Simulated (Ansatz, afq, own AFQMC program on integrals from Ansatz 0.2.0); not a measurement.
# WB+ (triplet): quantum Monte Carlo beside coupled cluster, def2-TZVP

How near does AFQMC come to the top of the ladder for WB+ (triplet)?

Computed with Ansatz 0.2.0, Gaussian basis, and an in-house AFQMC program (afq) on its integrals; all values are calculated. Level: def2-TZVP, frozen cores.

Plan: PBE (unrestricted); r2SCAN (unrestricted); PBE0 (unrestricted); CCSD(T) on UHF; B3LYP (unrestricted); wB97M-V (unrestricted); B2PLYP (unrestricted); CCSDT(Q) on UHF; Phaseless AFQMC, CISD trial on UHF.

3 further runs of the same task are left out: 3 that didn't finish.

### Step 1. What is computed

The geometry is a PBE0/def2-TZVP stationary point (not a proven minimum) of the parent state, kept for this charge and spin. No spin-orbit coupling is included. Elements past krypton take def2 core potentials.

2 atoms, charge 1, spin multiplicity 3.

Atoms are counted from 1 here; the program's logs count them from 0.

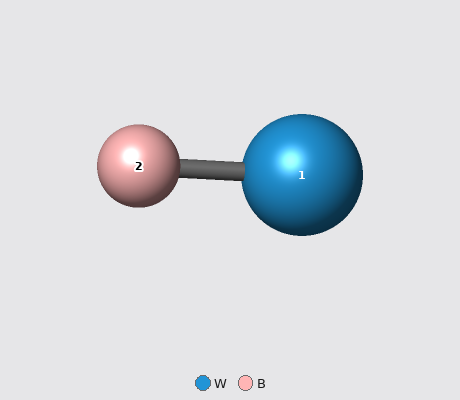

The structure; tungsten blue, boron pink; atoms are numbered from 1 in the order of the file.

### Step 2. PBE (unrestricted)

The input, in.yaml:

```yaml
crystal:
  periodic: [false, false, false]
  atoms:
    - {symbol: W, position_ang: [0.000000, 0.000000, 0.000000]}
    - {symbol: B, position_ang: [0.000000, 0.000000, 1.756200]}
basis:
  gaussian: {orbitals: def2-TZVP}
total_charge: 1
magnetization: {spin_polarized: true, initial_magnetization: 2}
hamiltonian: {xc: {name: PBE}}
output: {orbitals: {seedname: orbitals}}
```

The run is started by

```
ansatz run in.yaml --threads 1 --pin off --events-out ev --progress --plain --max-ram 8192MiB --backend cpu
```

The program printed:

```text
Functional definition: PBE
  name "PBE"
  cite "Perdew, Burke & Ernzerhof, Phys. Rev. Lett. 77, 3865 (1996) doi:10.1103/PhysRevLett.77.3865"
  parent pbe
  parameter kappa = 0.804
  parameter beta = 0.06672455060314922
  exchange = pbe_x(kappa = kappa, mu = beta*pi^2/3)
  correlation = pbe_c(beta = beta)
493 factors; their error is unknown
mean field evaluation 1: about -2478.2235 eV, gradient 4.1e1 eV
mean field evaluation 2: about -2451.4202 eV, gradient 7.2e1 eV
mean field evaluation 4: about -2482.2838 eV, gradient 2.8e1 eV
mean field evaluation 8: about -2486.9226 eV, gradient 1.2e-1 eV
mean field evaluation 16: about -2486.9199 eV, gradient 6.2e-4 eV
mean field evaluation 32: about -2485.8543 eV, gradient 7.0e-2 eV
mean field evaluation 64: about -2486.9199 eV, gradient 1.6e-3 eV
mean field evaluation 96: about -2484.6765 eV, gradient 9.0e0 eV
mean field evaluation 128: about -2485.5109 eV, gradient 3.2e0 eV
mean field evaluation 160: about -2486.5166 eV, gradient 7.0e-2 eV
mean field -2486.91992439 eV, -91.3926215266 hartree, gradient 3.2e-6 eV, S^2 2.012474; 8 other end points of the search recorded, 0 dependent functions left out
reference -2486.91996084 eV, -91.3926228659 hartree; 10, 8 occupied and 61, 63 virtual orbitals, 493 factors
Total energy: -2486.91996084 eV, -91.3926228659 hartree
```

Wall time 11 s (1 thread of AMD EPYC 7R13 (Zen 3), shared host); peak memory 1.7 GiB.

From the report: ⟨S²⟩ of the determinant 2.012 (pure triplet: 2.00).

### Step 3. r2SCAN (unrestricted)

in.yaml, as its differences from that of step 2:

```diff
@@ -9,3 +9,2 @@
 magnetization: {spin_polarized: true, initial_magnetization: 2}
-hamiltonian: {xc: {name: PBE}}
-output: {orbitals: {seedname: orbitals}}
+hamiltonian: {xc: {name: r2SCAN}}
```

Same command.

The program printed, shortened:

```text
Functional definition: r2SCAN
  name "r2SCAN"
  cite "Furness, Kaplan, Ning, Perdew & Sun, J. Phys. Chem. Lett. 11, 8208 (2020) doi:10.1021/acs.jpclett.0c02405"
  cite "Furness, Kaplan, Ning, Perdew & Sun, J. Phys. Chem. Lett. 11, 9248 (2020) doi:10.1021/acs.jpclett.0c03077"
  parent r2scan
[...]
493 factors; their error is unknown
[...]
mean field -2487.41414067 eV, -91.4107836399 hartree, gradient 5.3e-6 eV, S^2 2.205617; 20 other end points of the search recorded, 0 dependent functions left out
reference -2487.41415536 eV, -91.4107841797 hartree; 10, 8 occupied and 61, 63 virtual orbitals, 493 factors
Total energy: -2487.41415536 eV, -91.4107841797 hartree
```

It took 61 s on 1 thread of AMD EPYC 7R13 (Zen 3), shared host; peak memory 1.7 GiB.

From the report: ⟨S²⟩ of the determinant 2.206 (pure triplet: 2.00).

### Step 4. PBE0 (unrestricted)

in.yaml, as its differences from that of step 3:

```diff
@@ -9,2 +9,3 @@
 magnetization: {spin_polarized: true, initial_magnetization: 2}
-hamiltonian: {xc: {name: r2SCAN}}
+hamiltonian: {xc: {name: PBE0}}
+output: {orbitals: {seedname: orbitals}}
```

The command is unchanged.

The program printed:

```text
Functional definition: PBE0
  name "PBE0"
  cite "Adamo & Barone, J. Chem. Phys. 110, 6158 (1999) doi:10.1063/1.478522"
  cite "Perdew, Burke & Ernzerhof, Phys. Rev. Lett. 77, 3865 (1996) doi:10.1103/PhysRevLett.77.3865"
  parent pbe
  parameter a = 0.25
  parameter kappa = 0.804
  parameter beta = 0.06672455060314922
  exchange = (1 - a)*pbe_x(kappa = kappa, mu = beta*pi^2/3) + a*exact_x
  correlation = pbe_c(beta = beta)
569 factors; their error is unknown
mean field evaluation 1: about -2479.4833 eV, gradient 3.6e1 eV
mean field evaluation 2: about -2476.0429 eV, gradient 4.4e1 eV
mean field evaluation 4: about -2485.5289 eV, gradient 4.9e0 eV
mean field evaluation 8: about -2485.6697 eV, gradient 7.2e-2 eV
mean field evaluation 16: about -2485.6806 eV, gradient 1.1e-3 eV
mean field evaluation 32: about -2485.3194 eV, gradient 3.2e0 eV
mean field -2485.68063851 eV, -91.3470786106 hartree, gradient 4.1e-6 eV, S^2 2.021487; 2 other end points of the search recorded, 0 dependent functions left out
reference -2485.68066570 eV, -91.3470796097 hartree; 10, 8 occupied and 61, 63 virtual orbitals, 569 factors
Total energy: -2485.68066570 eV, -91.3470796097 hartree
```

It took 4.9 s on 1 thread of AMD EPYC 7R13 (Zen 3), shared host; peak memory 1.7 GiB.

From the report: ⟨S²⟩ of the determinant 2.021 (pure triplet: 2.00).

### Step 5. CCSD(T) on UHF

in.yaml, as its differences from that of step 4:

```diff
@@ -9,3 +9,2 @@
 magnetization: {spin_polarized: true, initial_magnetization: 2}
-hamiltonian: {xc: {name: PBE0}}
-output: {orbitals: {seedname: orbitals}}
+correlation: {method: ccsd_t, electrons: outside_noble_gas, hamiltonian_folder: ham}
```

The run is started by

```
ansatz run in.yaml --threads 1 --pin off --events-out ev --progress --plain --max-ram 24576MiB --backend cuda --devices 0, --max-vram 18GiB
```

The program printed, shortened:

```text
Functional definition: HF
  name "HF"
  cite "Fock, Z. Phys. 61, 126 (1930) doi:10.1007/BF01340294"
  parent pbe
[...]
566 factors; integrals over basis functions are off by at most 8.7e-4 eV
[...]
mean field -2465.60436426 eV, -90.6092891398 hartree, gradient 2.2e-6 eV, S^2 3.128404; 58 other end points of the search recorded, 0 dependent functions left out
determinant -2465.60436426 eV, -90.6092891398 hartree, with singles and doubles -2470.57209506 eV, -90.7918498796 hartree
determinant -2465.47474124 eV, -90.6045255818 hartree, with singles and doubles -2470.47574874 eV, -90.7883092177 hartree
determinant -2465.44227260 eV, -90.6033323813 hartree, with singles and doubles -2470.97149882 eV, -90.8065276969 hartree
determinant -2465.13806263 eV, -90.5921528710 hartree, with singles and doubles -2469.68055557 eV, -90.7590864077 hartree
[...]
determinant -2462.67203402 eV, -90.5015279913 hartree, with singles and doubles -2468.63437895 eV, -90.7206401258 hartree
determinant -2465.60436426 eV, -90.6092891398 hartree, with singles and doubles -2470.57997049 eV, -90.7921392963 hartree
determinant -2465.47474124 eV, -90.6045255818 hartree, with singles and doubles -2470.48653082 eV, -90.7887054516 hartree
determinant -2465.44227260 eV, -90.6033323813 hartree, with singles and doubles -2471.01856982 eV, -90.8082575244 hartree
[...]
5 core orbitals not correlated: weight in the atoms' cores, before any rotation towards them, 0.997 or more for the frozen orbitals, at most 0.002 for the correlated occupied ones
reference -2465.44227201 eV, -90.6033323594 hartree; 5, 3 occupied and 61, 63 virtual orbitals, 566 factors
second order -4.39429200 eV of doubles, -0.00000000 eV of singles
cycle   1  -5.57629534 eV  change    1.9e-6 eV  update   7.3e-4
[...]
cycle  11  -5.57629893 eV  change    3.8e-7 eV  update   6.8e-6
perturbative correction -0.37180291 eV, -0.0136635051 hartree
Total energy: -2471.39037385 eV, -90.8219210704 hartree
```

Run time: 81 s. Hardware: 1 × NVIDIA H100 80GB HBM3 with 1 thread of AMD EPYC 7R13 (Zen 3), shared host; peak host memory 1.7 GiB.

From the report: ⟨S²⟩ of the determinant 2.830 (pure triplet: 2.00); correlation -5.9481 eV; T1 0.128; largest double amplitude 0.05. The determinant is far from a pure spin state, so its energy mixes those of several spin states (harmless only where they are near-degenerate, as at dissociation).

This run also writes the integrals to the folder ham.

### Step 6. B3LYP (unrestricted)

in.yaml, as its differences from that of step 5:

```diff
@@ -9,2 +9,2 @@
 magnetization: {spin_polarized: true, initial_magnetization: 2}
-correlation: {method: ccsd_t, electrons: outside_noble_gas, hamiltonian_folder: ham}
+hamiltonian: {xc: {name: B3LYP}}
```

The run is started by

```
ansatz run in.yaml --threads 1 --pin off --events-out ev --progress --plain --max-ram 8192MiB --backend cpu
```

The program printed, shortened:

```text
Functional definition: B3LYP
  name "B3LYP"
  cite "Stephens, Devlin, Chabalowski & Frisch, J. Phys. Chem. 98, 11623 (1994) doi:10.1021/j100096a001"
  cite "Becke, Phys. Rev. A 38, 3098 (1988) doi:10.1103/PhysRevA.38.3098"
  cite "Lee, Yang & Parr, Phys. Rev. B 37, 785 (1988) doi:10.1103/PhysRevB.37.785"
  cite "Vosko, Wilk & Nusair, Can. J. Phys. 58, 1200 (1980) doi:10.1139/p80-159"
[...]
562 factors; their error is unknown
[...]
mean field -2487.67205419 eV, -91.4202617868 hartree, gradient 8.3e-6 eV, S^2 2.013412; 2 other end points of the search recorded, 0 dependent functions left out
reference -2487.67223913 eV, -91.4202685832 hartree; 10, 8 occupied and 61, 63 virtual orbitals, 562 factors
Total energy: -2487.67223913 eV, -91.4202685832 hartree
```

Wall time 4.7 s (1 thread of AMD EPYC 7R13 (Zen 3), shared host); peak memory 1.7 GiB.

From the report: ⟨S²⟩ of the determinant 2.013 (pure triplet: 2.00).

### Step 7. wB97M-V (unrestricted)

in.yaml, as its differences from that of step 6:

```diff
@@ -9,2 +9,3 @@
 magnetization: {spin_polarized: true, initial_magnetization: 2}
-hamiltonian: {xc: {name: B3LYP}}
+hamiltonian: {xc: {name: wB97M-V}}
+output: {orbitals: {seedname: orbitals}}
```

Same command.

The program printed, shortened:

```text
Functional definition: wB97M-V
  name "wB97M-V"
  cite "Mardirossian & Head-Gordon, J. Chem. Phys. 144, 214110 (2016) doi:10.1063/1.4952647"
  cite "Becke, J. Chem. Phys. 107, 8554 (1997) doi:10.1063/1.475007"
  cite "Vydrov & Van Voorhis, J. Chem. Phys. 133, 244103 (2010) doi:10.1063/1.3521275"
  # Of w^i u^j: cxij and so on, Table III.
[...]
  gx(w, u) = 1 - cx + cx01*u + cx10*w
  gss(w, u) = css00 + css04*u^4 + css10*w + css20*w^2 + css43*w^4*u^3
  gos(w, u) = cos00 + cos10*w + (cos20 + cos21*u)*w^2 + (cos60 + cos61*u)*w^6
[...]
      + integral(e_c_pw_mod_opposite_spin*gos(b97_w_opposite, b97_u_opposite)) + vv10(b, c)
537 factors; their error is unknown
121 factors; integrals over basis functions are off by at most 2.4e-5 eV
[...]
mean field -2484.15490654 eV, -91.2910089945 hartree, gradient 3.1e-5 eV, S^2 2.011290; 2 other end points of the search recorded, 0 dependent functions left out
reference -2484.15494653 eV, -91.2910104641 hartree; 10, 8 occupied and 61, 63 virtual orbitals, 537 factors
Total energy: -2484.15494653 eV, -91.2910104641 hartree
```

It took 21 s on 1 thread of AMD EPYC 7R13 (Zen 3), shared host; peak memory 1.7 GiB.

From the report: ⟨S²⟩ of the determinant 2.011 (pure triplet: 2.00).

### Step 8. B2PLYP (unrestricted)

in.yaml, as its differences from that of step 7:

```diff
@@ -9,3 +9,3 @@
 magnetization: {spin_polarized: true, initial_magnetization: 2}
-hamiltonian: {xc: {name: wB97M-V}}
-output: {orbitals: {seedname: orbitals}}
+hamiltonian: {xc: {name: B2PLYP}}
+correlation: {electrons: outside_noble_gas}
```

Same command.

The program printed, shortened:

```text
Functional definition: B2PLYP
  name "B2PLYP"
  cite "Grimme, J. Chem. Phys. 124, 034108 (2006) doi:10.1063/1.2148954"
  cite "Becke, Phys. Rev. A 38, 3098 (1988) doi:10.1103/PhysRevA.38.3098"
  cite "Lee, Yang & Parr, Phys. Rev. B 37, 785 (1988) doi:10.1103/PhysRevB.37.785"
[...]
566 factors; integrals over basis functions are off by at most 8.7e-4 eV
[...]
mean field -2478.94742703 eV, -91.0996376524 hartree, gradient 7.4e-6 eV, S^2 2.056232; 6 other end points of the search recorded, 0 dependent functions left out
5 core orbitals not correlated: weight in the atoms' cores, before any rotation towards them, 0.998 or more for the frozen orbitals, at most 0.002 for the correlated occupied ones
reference -2478.94754347 eV, -91.0996419314 hartree; 5, 3 occupied and 61, 63 virtual orbitals, 566 factors
second order -7.90284003 eV of doubles, -0.00000000 eV of singles
Total energy: -2481.08131028 eV, -91.1780564153 hartree
```

Wall time 11 s (1 thread of AMD EPYC 7R13 (Zen 3), shared host); peak memory 1.7 GiB.

From the report: ⟨S²⟩ of the determinant 2.056 (pure triplet: 2.00).

### Step 9. CCSDT(Q) on UHF

in.yaml, as its differences from that of step 8:

```diff
@@ -9,3 +9,2 @@
 magnetization: {spin_polarized: true, initial_magnetization: 2}
-hamiltonian: {xc: {name: B2PLYP}}
-correlation: {electrons: outside_noble_gas}
+correlation: {method: ccsdt_q, electrons: outside_noble_gas}
```

The run is started by

```
ansatz run in.yaml --threads 1 --pin off --events-out ev --progress --plain --max-ram 24576MiB --backend cuda --devices 0, --max-vram 18GiB
```

The program printed, shortened:

```text
Functional definition: HF
  name "HF"
  cite "Fock, Z. Phys. 61, 126 (1930) doi:10.1007/BF01340294"
  parent pbe
[...]
961 factors; integrals over basis functions are off by at most 1.9e-7 eV
[...]
mean field -2465.60437162 eV, -90.6092894103 hartree, gradient 1.8e-6 eV, S^2 3.128404; 58 other end points of the search recorded, 0 dependent functions left out
determinant -2465.60437162 eV, -90.6092894103 hartree, with singles and doubles -2470.57176691 eV, -90.7918378203 hartree
determinant -2465.47474878 eV, -90.6045258589 hartree, with singles and doubles -2470.47558295 eV, -90.7883031250 hartree
determinant -2465.44228146 eV, -90.6033327070 hartree, with singles and doubles -2470.97041547 eV, -90.8064878844 hartree
determinant -2465.13807023 eV, -90.5921531502 hartree, with singles and doubles -2469.68165268 eV, -90.7591267255 hartree
[...]
determinant -2462.67204138 eV, -90.5015282615 hartree, with singles and doubles -2468.63435489 eV, -90.7206392417 hartree
determinant -2465.60437162 eV, -90.6092894103 hartree, with singles and doubles -2470.57997760 eV, -90.7921395575 hartree
determinant -2465.47474878 eV, -90.6045258589 hartree, with singles and doubles -2470.48653028 eV, -90.7887054319 hartree
determinant -2465.44228146 eV, -90.6033327070 hartree, with singles and doubles -2471.01856672 eV, -90.8082574105 hartree
[...]
5 core orbitals not correlated: weight in the atoms' cores, before any rotation towards them, 0.997 or more for the frozen orbitals, at most 0.002 for the correlated occupied ones
reference -2465.44228031 eV, -90.6033326646 hartree; 5, 3 occupied and 61, 63 virtual orbitals, 961 factors
second order -4.39429228 eV of doubles, -0.00000000 eV of singles
cycle   1  -4.57567142 eV  change   -1.8e-1 eV  update   1.4e-1
[...]
cycle  31  -6.03870100 eV  change   -5.6e-8 eV  update   2.6e-7
perturbative correction -0.06029198 eV, -0.0022156894 hartree
Total energy: -2471.54127329 eV, -90.8274665224 hartree
```

Wall time 87 s (1 × NVIDIA H100 80GB HBM3 with 1 thread of AMD EPYC 7R13 (Zen 3), shared host); peak host memory 1.7 GiB.

From the report: ⟨S²⟩ of the determinant 2.830 (pure triplet: 2.00); correlation -6.0990 eV; T1 0.145; largest double amplitude 0.07. The determinant is far from a pure spin state, so its energy mixes those of several spin states (harmless only where they are near-degenerate, as at dissociation).

### Step 10. Phaseless AFQMC, CISD trial on UHF

It reads the integrals that the CCSD(T) run on this determinant wrote.

The run is started by

```
afq ham --method phaseless --trial cisd --walkers 4000 --populations 20 --least-time 60 --time-step 0.005 --steps-per-block 50 --equilibration-blocks 40 --max-blocks 4000 --target-error 0.00017 --factor-cut 1e-05 --start spin_pure --seed 1928 --release-times 0.24,0.5,1,1.5 --release-step 0.02 --release-every 3 --taylor-order 6
```

The program printed:

```text
orbitals 66  electrons 5 3  factors 518 of 566
reference energy -90.60333236 Eh
CCSD correlation -0.20492557 Eh in 17 cycles, weight of the determinant in the CISD state 0.6608
energy of the start -90.767101 Eh
 block  time / (1/Eh)  mean weight  energy / Eh
     1     0.250  1.0002  -90.784629
     2     0.500  1.0004  -90.795695
     3     0.750  1.0002  -90.802873
     4     1.000  1.0000  -90.808972
     5     1.250  1.0000  -90.812667
     6     1.500  1.0001  -90.814179
     7     1.750  1.0000  -90.817363
     8     2.000  1.0000  -90.818121
     9     2.250  1.0001  -90.819335
    10     2.500  0.9999  -90.819637
    13     3.250  0.9999  -90.823124
    16     4.000  0.9998  -90.823960
    19     4.750  0.9999  -90.821654
    22     5.500  0.9999  -90.825775
    25     6.250  0.9997  -90.824284
    28     7.000  0.9999  -90.823590
    31     7.750  1.0001  -90.825168
    34     8.500  0.9998  -90.824661
    37     9.250  1.0002  -90.824191
    40    10.000  0.9999  -90.825461
    43    10.750  1.0002  -90.824477
    46    11.500  0.9998  -90.823429
    49    12.250  0.9999  -90.823365
    52    13.000  0.9998  -90.821807
    55    13.750  0.9998  -90.823326
    58    14.500  0.9996  -90.824716
    61    15.250  0.9998  -90.826238
    64    16.000  1.0001  -90.822633
    67    16.750  0.9996  -90.823289
    70    17.500  0.9999  -90.821256
    73    18.250  0.9999  -90.823796
    76    19.000  1.0000  -90.824779
    79    19.750  1.0002  -90.823303
    82    20.500  1.0001  -90.821800
    85    21.250  1.0001  -90.823015
    88    22.000  1.0002  -90.823970
    91    22.750  0.9995  -90.823649
    94    23.500  1.0002  -90.823677
    97    24.250  0.9999  -90.822926
   100    25.000  0.9999  -90.824426
   103    25.750  1.0002  -90.822832
   106    26.500  0.9999  -90.819613
   109    27.250  0.9999  -90.820357
   112    28.000  0.9998  -90.822221
   115    28.750  0.9999  -90.821944
   118    29.500  1.0002  -90.821689
   121    30.250  1.0000  -90.819815
   124    31.000  1.0005  -90.824375
   127    31.750  1.0001  -90.821646
   130    32.500  1.0000  -90.823730
   133    33.250  1.0001  -90.822392
error from the spread of 20 populations
released: time / (1/Eh)  energy / Eh  error  mean overlap
  0.24  -90.825607  0.001855  1.0001
  0.50  -90.824461  0.000272  0.9988
  1.00  -90.825075  0.000273  0.9997
  1.50  -90.824863  0.000314  1.0039
energy -90.822865 +/- 0.000294 Eh
```

Wall time 4.1 min (1 × NVIDIA H100 80GB HBM3 with 2 threads of AMD EPYC 7R13 (Zen 3), shared host); peak host memory 1.7 GiB.

Energy -2471.4161 ± 0.0080 eV. Caveats: constraint bias not in the error; error above the target.

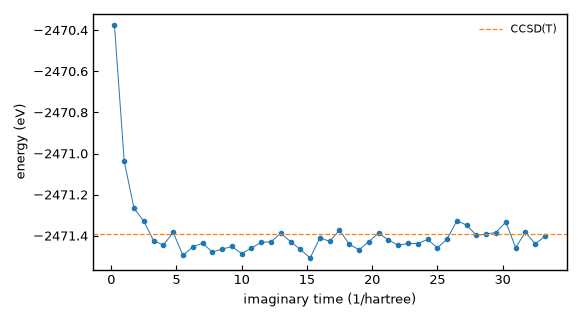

Block energies along the walk.

### Step 11. AFQMC on the ladder

On the UHF determinant, counted from CCSDT(Q) (a yardstick, not exact):

```csv
level,energy (eV),from CCSDT(Q) (kcal/mol),statistical error (kcal/mol),time
HF,-2465.4423,+140.65,,
MP2,-2469.8366,+39.31,,
CCSD,-2471.0186,+12.05,,
CCSD(T),-2471.3904,+3.48,,
CCSDT(Q),-2471.5413,0.00,,
"Phaseless AFQMC, CISD trial, step 0.005, 4000 walkers",-2471.4161,+2.89,0.18,4.1 min
```

The functionals' totals stand on their own zeros and serve differences with other points: PBE -2486.920 eV; r2SCAN -2487.414 eV; PBE0 -2485.681 eV; B3LYP -2487.672 eV; wB97M-V -2484.155 eV; B2PLYP -2481.081 eV.

### Step 12. Summary of results

| quantity | value |
| --- | --- |
| CCSD(T) on UHF from CCSDT(Q) | +3.48 kcal/mol |
| Phaseless AFQMC, CISD trial on UHF from CCSDT(Q) | +2.89 ± 0.18 kcal/mol |

What this shows: On UHF the phaseless walk with the CISD trial lies +2.89 kcal/mol from CCSDT(Q), 16 times its error bar. Error bars are statistical and leave out the constraint, the time step and what remains of the start. W carries a core potential, and spin-orbit coupling is left out.
